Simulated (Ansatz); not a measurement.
BaTiO3 (P4/mmm): refractive index against wavelength

The refractive index of BaTiO3 (P4/mmm) along x below the direct gap (1.91 eV on the mesh) is read from one computed spectrum, n = √(Re ε). x, y and z are the Cartesian axes of the input cell.

The structure is tetragonal, space group P4/mmm (No. 123). Conventional cell: a = 4.000 Å, b = 4.000 Å, c = 4.018 Å, α = 90.00°, β = 90.00°, γ = 90.00°. Around Ba on site a lie 12 O at 2.83 Å. Ti on site d has 6 O at 2.00 to 2.01 Å as nearest neighbours. Around O on site e lie 2 Ti at 2.00 Å. Around O on site c lie 2 Ti at 2.01 Å.

Method: Ansatz 0.2.0, PBE, independent particles, k-mesh 6×6×6 with interpolation inside its cells, Gaussian parameter 0.1 eV.

Launch of the response step: `ansatz run input.yaml --threads 4 --pin off --max-ram 8192MiB --backend cpu --events-out ev --progress --plain --runs-dir out`. The run took 18 s, on 4 threads of Intel(R) Xeon(R) Platinum 8488C (Sapphire Rapids) (shared host).

```
wavelength (nm)  photon energy E (eV)       n
           3000                 0.413  2.6252
           2000                 0.620  2.6373
           1550                 0.800  2.6524
           1310                 0.946  2.6684
           1064                 1.165       ?
```

In the single-oscillator model n² − 1 = E₀E_d/(E₀² − E²), so 1/(n² − 1) = E₀/E_d − E²/(E₀E_d) is linear in E².

Working, on the rows shown:

| x = E² (eV²) | y = 1/(n² − 1) |
| --- | --- |
| 0.170801 | 0.169731 |
| 0.384302 | 0.167916 |
| 0.639837 | 0.165694 |
| 0.895757 | 0.163389 |

Means: x̄ = 0.52267, ȳ = 0.16668. Σ(x − x̄)(y − ȳ) = -0.002588, Σ(x − x̄)² = 0.2959. Slope = -0.002588 / 0.2959 = -0.008747; intercept = ȳ − slope · x̄ = 0.17125. Turned back into n, the line misses the rows shown by at most 0.00025.

Question: Fill in the last column of the withheld row.

Answer: At x = 1.3578 the line gives y = 0.15938, that is 2.6971. The run gave 2.6997, so the extrapolation is off by 0.0026, 3 % of the range in the table.

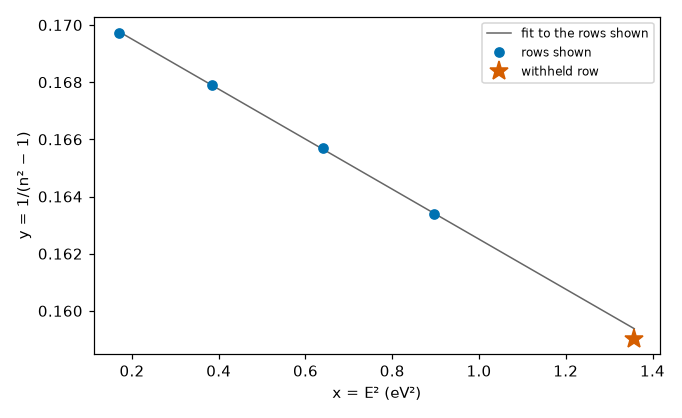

Refitted with all rows, the slope is -0.009024 and the intercept 0.17137. These give E₀ = √(intercept/−slope) = 4.36 eV and E_d = E₀/intercept = 25.4 eV; E₀ is 2.3 times the direct gap. The electronic limit at long wavelengths, without lattice vibrations, is n = √(1 + 1/intercept) = 2.614. Excitons are left out and so are local fields; PBE gaps are as a rule too small. Spin-orbit coupling is left out.

[Logs are printed without paths, hosts, clocks, repeated set-up lines and the standing remarks that a program may print on its own settings, such as how far it seeks lower states.]
